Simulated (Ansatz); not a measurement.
**NF3 (nitrogen trifluoride) at CCSDT/STO-3G**

What is the electronic atomisation energy of NF3 (nitrogen trifluoride) at CCSDT/STO-3G? 

The results are computed with Ansatz 0.2.0.

29 further runs of the same task are left out: 1 that didn't finish, 28 set aside as unsound or not needed.

## 1. The molecule

The species is NF3 (4 atoms), meant as a singlet with charge 0. SMILES: `FN(F)F`. Geometry: relaxed at PBE0-D4/def2-TZVP.

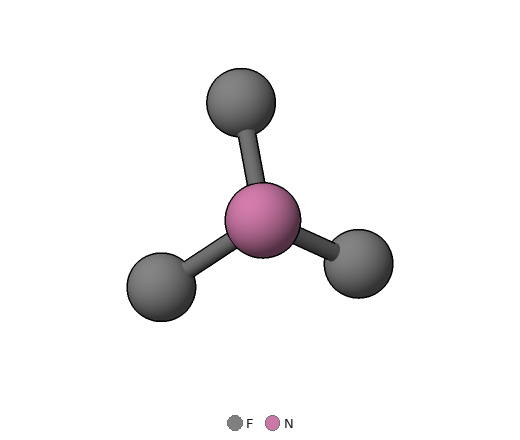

Viewed from a chosen angle; fluorine grey, nitrogen pink.

## 2. A single-point energy at CCSDT/STO-3G

The input, molecule.yaml:

```yaml
crystal:
  periodic: [false, false, false]
  atoms:
    - {symbol: F, position_ang: [0.614010, 0.000340, 1.066930]}
    - {symbol: "N", position_ang: [0.353420, -0.074150, -0.266250]}
    - {symbol: F, position_ang: [-0.636280, -1.006490, -0.312240]}
    - {symbol: F, position_ang: [-0.331150, 1.080310, -0.488440]}
basis:
  gaussian:
    orbitals: STO-3G
correlation:
  method: ccsdt
  frozen_orbitals: {F: 1, "N": 1}
accuracy: high
scf:
  omitted_lower_state_checks: [cluster_reference, increment]
```

On the command line:

```console
$ ansatz run molecule.yaml --threads 1 --pin off --max-ram 3480MiB --events-out events.jsonl --progress --plain --runs-dir runs
```

The program printed:

```text
Warning: RAYON_NUM_THREADS=1 ignored (pool sized by the plan → 1); use --threads N
[... 11 lines left out ...]
4 core orbitals not correlated: weight in the atoms' cores, before any rotation towards them, 1.000 or more for the frozen orbitals, at most 0.000 for the correlated occupied ones
[... 26 lines left out ...]
Total energy: -9466.72056682 eV, -347.8955640568 hartree
Checks for a lower state left out: cluster_reference, increment
```

It took 0.44 s on 1 thread of Arm Neoverse V1, shared host.

## 3. The F atom, same level

The input, in.yaml:

```yaml
crystal:
  periodic: [false, false, false]
  atoms:
    - symbol: F
      position_ang: [0.000000, 0.000000, 0.000000]
basis:
  gaussian:
    orbitals: STO-3G
magnetization:
  spin_polarized: true
  initial_magnetization: 1
correlation:
  method: ccsdt
  frozen_orbitals: {F: 1}
accuracy: high
scf:
  omitted_lower_state_checks: [cluster_reference, increment]
```

Run the same way, it converges to -97.98651 Eh (log not shown).

## 4. The N atom

The input, molecule.yaml:

```yaml
crystal:
  periodic: [false, false, false]
  atoms:
    - {symbol: N, position_ang: [0.000000, 0.000000, 0.000000]}
basis:
  gaussian: {orbitals: STO-3G}
magnetization: {spin_polarized: true, initial_magnetization: 3}
correlation: {method: ccsdt, frozen_orbitals: {"N": 1}}
accuracy: high
scf: {omitted_lower_state_checks: [cluster_reference, increment]}
```

Run the same way, it converges to -53.71901 Eh (log not shown).

## 5. Summary of results

Level: CCSDT/STO-3G, 4 core orbitals frozen.

```
                                             quantity          value
                               molecule: total energy  -347.89556 Eh
molecule: correlation energy (4 core orbitals frozen)     -143.5 mEh
                              molecule: T1 diagnostic          0.012
                                 F atom: total energy   -97.98651 Eh
   F atom: correlation energy (1 core orbital frozen)        0.0 mEh
            F atom: ⟨S²⟩ of the reference determinant          0.750
                                F atom: T1 diagnostic          0.000
                                 N atom: total energy   -53.71901 Eh
   N atom: correlation energy (1 core orbital frozen)        0.0 mEh
            N atom: ⟨S²⟩ of the reference determinant          3.750
                                N atom: T1 diagnostic          0.000
                        electronic atomisation energy       5.906 eV
```

In words: Taking the molecule apart into free atoms costs 5.91 eV (570 kJ/mol), before zero-point energy and without spin-orbit coupling. In a minimal basis such a difference can be off by several eV, whatever the method.
